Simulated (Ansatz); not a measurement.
BSiH$_{4}$Cl$_{3}$: molecular dynamics (part 1 of 3)

The run: molecular dynamics of BSiH$_{4}$Cl$_{3}$. Method and program: UKS r2SCANh/STO-3G (Ansatz 0.2.0).

It belongs to a series of runs on one base structure; here: dynamics from the start. Figures and captions count atoms from 1; the log counts them from 0 in places.

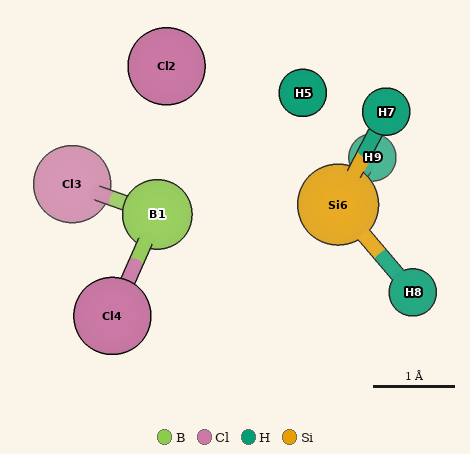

Fig. 1: The structure as given in the input (ball-and-stick view, seen at a tilt; atoms are numbered from 1 in the order of the input). Bond lengths as drawn: B–Cl 1.77 Å and H–Si 1.46 to 1.64 Å.

### Results in brief

- outcome: finished
- mean temperature over the second half: 821 K
- trajectory: 86 steps, 43 fs
- ensemble: nve
- temperature in the input: 100.0 K
- time step: 0.5 fs
- potential energy (last step): −45678.2516 eV
- mean-field energy (last step): −45678.2516 eV
- largest force (length of the vector) (last step): 2.536 eV/Å
- hardware: 1 thread of Arm Neoverse V2, 128 GiB of memory available, shared host
- wall time: 12 min
- peak memory: 0.23 GiB

### Remarks

So short a trajectory is not equilibrated.

### Input file
```yaml
crystal:
  periodic: [false, false, false]
  atoms:
    - { symbol: B, position_ang: [-0.7257, -0.9956, 0.4279] }
    - { symbol: Cl, position_ang: [-1.9244, 0.1788, -0.9564] }
    - { symbol: Cl, position_ang: [-0.5822, -2.6006, -0.3031] }
    - { symbol: Cl, position_ang: [-1.5536, -0.8945, 1.9874] }
    - { symbol: H, position_ang: [-0.4448, 1.1129, -0.8338] }
    - { symbol: Si, position_ang: [1.0332, 0.4032, 0.089] }
    - { symbol: H, position_ang: [0.4402, 1.7078, -0.7162] }
    - { symbol: H, position_ang: [1.71, 1.0996, 1.1774] }
    - { symbol: H, position_ang: [2.0474, -0.0118, -0.8722] }
magnetization:
  spin_polarized: true
basis:
  gaussian: { orbitals: STO-3G }
hamiltonian:
  xc: r2scanh
md:
  timestep: 0.5
  n_steps: 86
  ensemble: nve
  temperature: 100.0
  initial_velocities: maxwell_boltzmann
  seed: 836176
```

Launched with:
```bash
ansatz run input.yaml --threads 1 --pin off --max-ram 2048MiB --backend cpu --events-out ev --progress --plain --runs-dir out
```

### Output
```
Engine: ansatz 0.2.0, aarch64-unknown-linux-gnu
Functional definition: r2SCANh
  parameter a = 0.1
  parameter k0 = 0.174
  parameter k1 = 0.065
  parameter a1 = 4.9479
  exchange = (1 - a)*r2scan_x(k0 = k0, k1 = k1, a1 = a1) + a*exact_x
  correlation = r2scan_c
580 factors; integrals over basis functions are off by at most 1.8e-5 eV
mean field evaluation 1: about -45674.0850 eV, gradient 1.9e1 eV
mean field evaluation 2: about -45672.4005 eV, gradient 2.6e1 eV
mean field evaluation 4: about -45677.2542 eV, gradient 6.8e-1 eV
mean field evaluation 8: about -45677.2355 eV, gradient 3.5e-3 eV
mean field -45677.23548890 eV, -1678.6074430749 hartree, gradient 8.4e-5 eV, S^2 0.000000; 0 other end points of the search recorded, 0 dependent functions left out
the calculation of the forces begins
reference -45677.23549435 eV, -1678.6074432750 hartree; 37, 37 occupied and 8, 8 virtual orbitals, 580 factors
md step     0: t =     0.00 fs  T =   100.0 K  F+E_penalty+E_count = -45677.23548890 eV  E_kin = 0.090482 eV  conserved = -45677.14500690 eV  (24 SCF iters)
these checks for a lower state are left out or cut short: starts, cluster_reference, orbital_swaps, neighbouring_geometries, increment
580 factors; integrals over basis functions are off by at most 1.8e-5 eV
mean field evaluation 16: about -45677.2318 eV, gradient 2.9e-4 eV
mean field -45677.23183479 eV, -1678.6073087889 hartree, gradient 5.0e-6 eV, S^2 0.000000; 0 other end points of the search recorded, 0 dependent functions left out
the calculation of the forces begins
reference -45677.23184023 eV, -1678.6073089889 hartree; 37, 37 occupied and 8, 8 virtual orbitals, 580 factors
md step     1: t =     0.50 fs  T =    96.0 K  F+E_penalty+E_count = -45677.23183479 eV  E_kin = 0.086828 eV  conserved = -45677.14500705 eV  (22 SCF iters)
[... from here on the SCF iterations and repeated set-up lines of each step are left out, up to the last step ...]
md step     2: t =     1.00 fs  T =   106.2 K  F+E_penalty+E_count = -45677.24110110 eV  E_kin = 0.096100 eV  conserved = -45677.14500114 eV  (23 SCF iters)
md step     3: t =     1.50 fs  T =   130.8 K  F+E_penalty+E_count = -45677.26337878 eV  E_kin = 0.118387 eV  conserved = -45677.14499201 eV  (23 SCF iters)
md step     4: t =     2.00 fs  T =   170.0 K  F+E_penalty+E_count = -45677.29882178 eV  E_kin = 0.153837 eV  conserved = -45677.14498447 eV  (23 SCF iters)
md step     5: t =     2.50 fs  T =   223.9 K  F+E_penalty+E_count = -45677.34754376 eV  E_kin = 0.202551 eV  conserved = -45677.14499262 eV  (23 SCF iters)
md step     6: t =     3.00 fs  T =   292.2 K  F+E_penalty+E_count = -45677.40941263 eV  E_kin = 0.264380 eV  conserved = -45677.14503248 eV  (28 SCF iters)
md step     7: t =     3.50 fs  T =   374.3 K  F+E_penalty+E_count = -45677.48380503 eV  E_kin = 0.338684 eV  conserved = -45677.14512078 eV  (28 SCF iters)
md step     8: t =     4.00 fs  T =   468.7 K  F+E_penalty+E_count = -45677.56936776 eV  E_kin = 0.424097 eV  conserved = -45677.14527074 eV  (27 SCF iters)
md step     9: t =     4.50 fs  T =   572.9 K  F+E_penalty+E_count = -45677.66383425 eV  E_kin = 0.518343 eV  conserved = -45677.14549076 eV  (27 SCF iters)
md step    10: t =     5.00 fs  T =   683.1 K  F+E_penalty+E_count = -45677.76390193 eV  E_kin = 0.618110 eV  conserved = -45677.14579155 eV  (27 SCF iters)
md step    11: t =     5.50 fs  T =   794.6 K  F+E_penalty+E_count = -45677.86512619 eV  E_kin = 0.718943 eV  conserved = -45677.14618297 eV  (27 SCF iters)
md step    12: t =     6.00 fs  T =   900.9 K  F+E_penalty+E_count = -45677.96183045 eV  E_kin = 0.815155 eV  conserved = -45677.14667510 eV  (28 SCF iters)
md step    13: t =     6.50 fs  T =   994.4 K  F+E_penalty+E_count = -45678.04702978 eV  E_kin = 0.899758 eV  conserved = -45677.14727158 eV  (27 SCF iters)
md step    14: t =     7.00 fs  T =  1066.0 K  F+E_penalty+E_count = -45678.11249103 eV  E_kin = 0.964547 eV  conserved = -45677.14794379 eV  (27 SCF iters)
md step    15: t =     7.50 fs  T =  1106.0 K  F+E_penalty+E_count = -45678.14934268 eV  E_kin = 1.000767 eV  conserved = -45677.14857552 eV  (27 SCF iters)
md step    16: t =     8.00 fs  T =  1106.3 K  F+E_penalty+E_count = -45678.14990327 eV  E_kin = 1.000960 eV  conserved = -45677.14894367 eV  (27 SCF iters)
md step    17: t =     8.50 fs  T =  1063.6 K  F+E_penalty+E_count = -45678.11112425 eV  E_kin = 0.962404 eV  conserved = -45677.14872016 eV  (27 SCF iters)
md step    18: t =     9.00 fs  T =   985.2 K  F+E_penalty+E_count = -45678.03913864 eV  E_kin = 0.891467 eV  conserved = -45677.14767160 eV  (24 SCF iters)
md step    19: t =     9.50 fs  T =   890.9 K  F+E_penalty+E_count = -45677.95208336 eV  E_kin = 0.806103 eV  conserved = -45677.14597999 eV  (27 SCF iters)
md step    20: t =    10.00 fs  T =   809.3 K  F+E_penalty+E_count = -45677.87672597 eV  E_kin = 0.732315 eV  conserved = -45677.14441061 eV  (26 SCF iters)
md step    21: t =    10.50 fs  T =   766.0 K  F+E_penalty+E_count = -45677.83697552 eV  E_kin = 0.693060 eV  conserved = -45677.14391540 eV  (27 SCF iters)
md step    22: t =    11.00 fs  T =   768.6 K  F+E_penalty+E_count = -45677.84027461 eV  E_kin = 0.695448 eV  conserved = -45677.14482617 eV  (27 SCF iters)
md step    23: t =    11.50 fs  T =   802.9 K  F+E_penalty+E_count = -45677.87298808 eV  E_kin = 0.726466 eV  conserved = -45677.14652254 eV  (27 SCF iters)
md step    24: t =    12.00 fs  T =   841.3 K  F+E_penalty+E_count = -45677.90921655 eV  E_kin = 0.761206 eV  conserved = -45677.14801046 eV  (27 SCF iters)
md step    25: t =    12.50 fs  T =   858.2 K  F+E_penalty+E_count = -45677.92523835 eV  E_kin = 0.776552 eV  conserved = -45677.14868666 eV  (27 SCF iters)
md step    26: t =    13.00 fs  T =   840.3 K  F+E_penalty+E_count = -45677.90886542 eV  E_kin = 0.760327 eV  conserved = -45677.14853807 eV  (27 SCF iters)
md step    27: t =    13.50 fs  T =   787.4 K  F+E_penalty+E_count = -45677.86033081 eV  E_kin = 0.712453 eV  conserved = -45677.14787802 eV  (27 SCF iters)
md step    28: t =    14.00 fs  T =   708.5 K  F+E_penalty+E_count = -45677.78810513 eV  E_kin = 0.641064 eV  conserved = -45677.14704160 eV  (27 SCF iters)
md step    29: t =    14.50 fs  T =   616.4 K  F+E_penalty+E_count = -45677.70397052 eV  E_kin = 0.557718 eV  conserved = -45677.14625235 eV  (27 SCF iters)
md step    30: t =    15.00 fs  T =   523.7 K  F+E_penalty+E_count = -45677.61950061 eV  E_kin = 0.473880 eV  conserved = -45677.14562101 eV  (27 SCF iters)
md step    31: t =    15.50 fs  T =   441.0 K  F+E_penalty+E_count = -45677.54420298 eV  E_kin = 0.399023 eV  conserved = -45677.14517951 eV  (27 SCF iters)
md step    32: t =    16.00 fs  T =   375.7 K  F+E_penalty+E_count = -45677.48485912 eV  E_kin = 0.339941 eV  conserved = -45677.14491766 eV  (27 SCF iters)
md step    33: t =    16.50 fs  T =   332.4 K  F+E_penalty+E_count = -45677.44555454 eV  E_kin = 0.300748 eV  conserved = -45677.14480694 eV  (22 SCF iters)
md step    34: t =    17.00 fs  T =   313.0 K  F+E_penalty+E_count = -45677.42805315 eV  E_kin = 0.283242 eV  conserved = -45677.14481112 eV  (24 SCF iters)
md step    35: t =    17.50 fs  T =   317.7 K  F+E_penalty+E_count = -45677.43231386 eV  E_kin = 0.287417 eV  conserved = -45677.14489663 eV  (23 SCF iters)
md step    36: t =    18.00 fs  T =   344.8 K  F+E_penalty+E_count = -45677.45699852 eV  E_kin = 0.311961 eV  conserved = -45677.14503783 eV  (24 SCF iters)
md step    37: t =    18.50 fs  T =   392.0 K  F+E_penalty+E_count = -45677.49987168 eV  E_kin = 0.354650 eV  conserved = -45677.14522139 eV  (26 SCF iters)
md step    38: t =    19.00 fs  T =   456.0 K  F+E_penalty+E_count = -45677.55802873 eV  E_kin = 0.412581 eV  conserved = -45677.14544743 eV  (27 SCF iters)
md step    39: t =    19.50 fs  T =   532.9 K  F+E_penalty+E_count = -45677.62793358 eV  E_kin = 0.482206 eV  conserved = -45677.14572769 eV  (28 SCF iters)
md step    40: t =    20.00 fs  T =   618.0 K  F+E_penalty+E_count = -45677.70528682 eV  E_kin = 0.559204 eV  conserved = -45677.14608266 eV  (27 SCF iters)
md step    41: t =    20.50 fs  T =   705.4 K  F+E_penalty+E_count = -45677.78480418 eV  E_kin = 0.638279 eV  conserved = -45677.14652540 eV  (27 SCF iters)
md step    42: t =    21.00 fs  T =   788.1 K  F+E_penalty+E_count = -45677.86015101 eV  E_kin = 0.713125 eV  conserved = -45677.14702618 eV  (27 SCF iters)
md step    43: t =    21.50 fs  T =   858.7 K  F+E_penalty+E_count = -45677.92447218 eV  E_kin = 0.776980 eV  conserved = -45677.14749231 eV  (27 SCF iters)
md step    44: t =    22.00 fs  T =   910.9 K  F+E_penalty+E_count = -45677.97190471 eV  E_kin = 0.824161 eV  conserved = -45677.14774357 eV  (27 SCF iters)
md step    45: t =    22.50 fs  T =   942.3 K  F+E_penalty+E_count = -45678.00021266 eV  E_kin = 0.852644 eV  conserved = -45677.14756834 eV  (27 SCF iters)
md step    46: t =    23.00 fs  T =   957.9 K  F+E_penalty+E_count = -45678.01363665 eV  E_kin = 0.866742 eV  conserved = -45677.14689487 eV  (27 SCF iters)
md step    47: t =    23.50 fs  T =   969.8 K  F+E_penalty+E_count = -45678.02348894 eV  E_kin = 0.877500 eV  conserved = -45677.14598906 eV  (27 SCF iters)
md step    48: t =    24.00 fs  T =   992.8 K  F+E_penalty+E_count = -45678.04379802 eV  E_kin = 0.898348 eV  conserved = -45677.14545013 eV  (27 SCF iters)
md step    49: t =    24.50 fs  T =  1035.3 K  F+E_penalty+E_count = -45678.08253767 eV  E_kin = 0.936744 eV  conserved = -45677.14579326 eV  (26 SCF iters)
md step    50: t =    25.00 fs  T =  1091.4 K  F+E_penalty+E_count = -45678.13442967 eV  E_kin = 0.987491 eV  conserved = -45677.14693831 eV  (25 SCF iters)
md step    51: t =    25.50 fs  T =  1142.8 K  F+E_penalty+E_count = -45678.18224675 eV  E_kin = 1.034031 eV  conserved = -45677.14821567 eV  (26 SCF iters)
md step    52: t =    26.00 fs  T =  1168.9 K  F+E_penalty+E_count = -45678.20655131 eV  E_kin = 1.057662 eV  conserved = -45677.14888897 eV  (26 SCF iters)
md step    53: t =    26.50 fs  T =  1158.0 K  F+E_penalty+E_count = -45678.19648037 eV  E_kin = 1.047807 eV  conserved = -45677.14867315 eV  (26 SCF iters)
md step    54: t =    27.00 fs  T =  1112.4 K  F+E_penalty+E_count = -45678.15428099 eV  E_kin = 1.006490 eV  conserved = -45677.14779124 eV  (27 SCF iters)
md step    55: t =    27.50 fs  T =  1045.0 K  F+E_penalty+E_count = -45678.09228190 eV  E_kin = 0.945543 eV  conserved = -45677.14673928 eV  (27 SCF iters)
md step    56: t =    28.00 fs  T =   972.3 K  F+E_penalty+E_count = -45678.02574403 eV  E_kin = 0.879791 eV  conserved = -45677.14595289 eV  (27 SCF iters)
md step    57: t =    28.50 fs  T =   906.9 K  F+E_penalty+E_count = -45677.96625741 eV  E_kin = 0.820621 eV  conserved = -45677.14563676 eV  (24 SCF iters)
md step    58: t =    29.00 fs  T =   854.1 K  F+E_penalty+E_count = -45677.91852353 eV  E_kin = 0.772791 eV  conserved = -45677.14573223 eV  (27 SCF iters)
md step    59: t =    29.50 fs  T =   812.3 K  F+E_penalty+E_count = -45677.88100491 eV  E_kin = 0.734974 eV  conserved = -45677.14603067 eV  (27 SCF iters)
md step    60: t =    30.00 fs  T =   776.5 K  F+E_penalty+E_count = -45677.84893318 eV  E_kin = 0.702619 eV  conserved = -45677.14631405 eV  (27 SCF iters)
md step    61: t =    30.50 fs  T =   741.7 K  F+E_penalty+E_count = -45677.81755938 eV  E_kin = 0.671103 eV  conserved = -45677.14645627 eV  (27 SCF iters)
md step    62: t =    31.00 fs  T =   704.8 K  F+E_penalty+E_count = -45677.78417226 eV  E_kin = 0.637741 eV  conserved = -45677.14643147 eV  (27 SCF iters)
md step    63: t =    31.50 fs  T =   665.7 K  F+E_penalty+E_count = -45677.74861644 eV  E_kin = 0.602323 eV  conserved = -45677.14629365 eV  (27 SCF iters)
md step    64: t =    32.00 fs  T =   626.1 K  F+E_penalty+E_count = -45677.71260102 eV  E_kin = 0.566475 eV  conserved = -45677.14612560 eV  (27 SCF iters)
md step    65: t =    32.50 fs  T =   588.5 K  F+E_penalty+E_count = -45677.67846453 eV  E_kin = 0.532452 eV  conserved = -45677.14601289 eV  (27 SCF iters)
md step    66: t =    33.00 fs  T =   554.7 K  F+E_penalty+E_count = -45677.64794524 eV  E_kin = 0.501935 eV  conserved = -45677.14601058 eV  (27 SCF iters)
md step    67: t =    33.50 fs  T =   525.2 K  F+E_penalty+E_count = -45677.62137051 eV  E_kin = 0.475244 eV  conserved = -45677.14612680 eV  (27 SCF iters)
md step    68: t =    34.00 fs  T =   498.8 K  F+E_penalty+E_count = -45677.59760978 eV  E_kin = 0.451314 eV  conserved = -45677.14629566 eV  (28 SCF iters)
md step    69: t =    34.50 fs  T =   473.9 K  F+E_penalty+E_count = -45677.57512327 eV  E_kin = 0.428750 eV  conserved = -45677.14637285 eV  (27 SCF iters)
md step    70: t =    35.00 fs  T =   450.8 K  F+E_penalty+E_count = -45677.55409498 eV  E_kin = 0.407906 eV  conserved = -45677.14618859 eV  (27 SCF iters)
md step    71: t =    35.50 fs  T =   434.5 K  F+E_penalty+E_count = -45677.53879954 eV  E_kin = 0.393132 eV  conserved = -45677.14566768 eV  (26 SCF iters)
md step    72: t =    36.00 fs  T =   434.7 K  F+E_penalty+E_count = -45677.53831057 eV  E_kin = 0.393311 eV  conserved = -45677.14499909 eV  (26 SCF iters)
md step    73: t =    36.50 fs  T =   462.8 K  F+E_penalty+E_count = -45677.56334877 eV  E_kin = 0.418708 eV  conserved = -45677.14464044 eV  (26 SCF iters)
md step    74: t =    37.00 fs  T =   524.3 K  F+E_penalty+E_count = -45677.61944736 eV  E_kin = 0.474418 eV  conserved = -45677.14502975 eV  (22 SCF iters)
md step    75: t =    37.50 fs  T =   612.8 K  F+E_penalty+E_count = -45677.70068623 eV  E_kin = 0.554498 eV  conserved = -45677.14618820 eV  (26 SCF iters)
md step    76: t =    38.00 fs  T =   709.5 K  F+E_penalty+E_count = -45677.78958362 eV  E_kin = 0.641970 eV  conserved = -45677.14761407 eV  (25 SCF iters)
md step    77: t =    38.50 fs  T =   791.4 K  F+E_penalty+E_count = -45677.86462526 eV  E_kin = 0.716032 eV  conserved = -45677.14859286 eV  (24 SCF iters)
md step    78: t =    39.00 fs  T =   842.3 K  F+E_penalty+E_count = -45677.91084405 eV  E_kin = 0.762171 eV  conserved = -45677.14867260 eV  (26 SCF iters)
md step    79: t =    39.50 fs  T =   860.9 K  F+E_penalty+E_count = -45677.92680500 eV  E_kin = 0.778964 eV  conserved = -45677.14784098 eV  (26 SCF iters)
md step    80: t =    40.00 fs  T =   860.2 K  F+E_penalty+E_count = -45677.92483667 eV  E_kin = 0.778328 eV  conserved = -45677.14650915 eV  (26 SCF iters)
md step    81: t =    40.50 fs  T =   861.6 K  F+E_penalty+E_count = -45677.92491719 eV  E_kin = 0.779631 eV  conserved = -45677.14528589 eV  (27 SCF iters)
md step    82: t =    41.00 fs  T =   885.0 K  F+E_penalty+E_count = -45677.94549166 eV  E_kin = 0.800805 eV  conserved = -45677.14468649 eV  (27 SCF iters)
md step    83: t =    41.50 fs  T =   940.3 K  F+E_penalty+E_count = -45677.99565568 eV  E_kin = 0.850765 eV  conserved = -45677.14489057 eV  (27 SCF iters)
md step    84: t =    42.00 fs  T =  1024.1 K  F+E_penalty+E_count = -45678.07230215 eV  E_kin = 0.926606 eV  conserved = -45677.14569643 eV  (27 SCF iters)
md step    85: t =    42.50 fs  T =  1123.1 K  F+E_penalty+E_count = -45678.16293318 eV  E_kin = 1.016232 eV  conserved = -45677.14670116 eV  (27 SCF iters)
these checks for a lower state are left out or cut short: starts, cluster_reference, orbital_swaps, neighbouring_geometries, increment
582 factors; integrals over basis functions are off by at most 3.3e-5 eV
mean field -45678.25157826 eV, -1678.6447836702 hartree, gradient 8.8e-6 eV, S^2 0.000000; 0 other end points of the search recorded, 0 dependent functions left out
the calculation of the forces begins
reference -45678.25158363 eV, -1678.6447838676 hartree; 37, 37 occupied and 8, 8 virtual orbitals, 582 factors
582 factors; integrals over basis functions are off by at most 3.3e-5 eV
mean field evaluation 672: about -45678.2516 eV, gradient 9.2e-4 eV
mean field -45678.25157826 eV, -1678.6447836702 hartree, gradient 8.8e-6 eV, S^2 0.000000; 1 other end points of the search recorded, 0 dependent functions left out
the calculation of the forces begins
reference -45678.25158363 eV, -1678.6447838676 hartree; 37, 37 occupied and 8, 8 virtual orbitals, 582 factors
md step    86: t =    43.00 fs  T =  1220.2 K  F+E_penalty+E_count = -45678.25157826 eV  E_kin = 1.104027 eV  conserved = -45677.14755147 eV  (25 SCF iters)
```

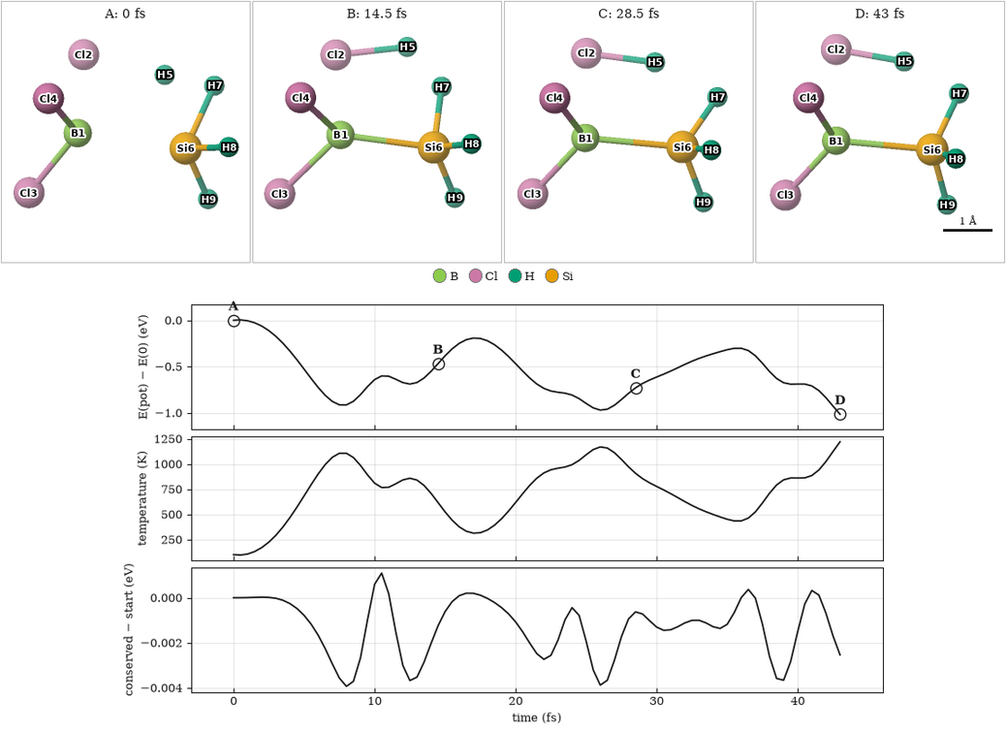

Fig. 2: Frames of the molecular dynamics (ball-and-stick, seen at a tilt) above the curves, on which the letters mark them. The trajectory kept here has 87 frames over 43 fs. The temperature starts at 100 K, ranges from 96 to 1220 K and averages 821 K over the second half. The potential energy ends 1.016 eV below its first value. The conserved quantity stays within 0.005 eV. After an unweighted best fit of the last frame on the first, the root-mean-square displacement is 0.27 Å.
